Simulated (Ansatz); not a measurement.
# Al2Au: pressure series

Start from Al2Au (space group Fm-3m, No. 225; a = 6.060 Å).

Cell and atoms are relaxed at each pressure.

Calculations: PBE (Ansatz, a first-principles code), no SOC.

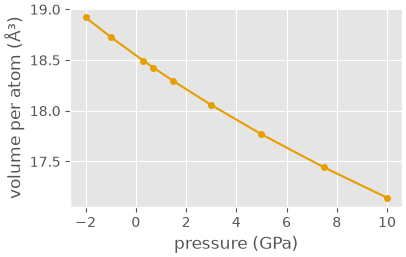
Fig. 1. Volume against pressure

Problem. Estimate the zero-pressure bulk modulus from the plot.

Solution. About 110 GPa; a third-order Birch–Murnaghan fit to the points gives V₀ = 18.55 Å³/atom, B₀ = 105 GPa and B₀′ = 4.8.

Load acts through the strain it causes; cell and atoms are relaxed under it. Stability against distortions was not tested. Competing high-pressure phases were not computed.
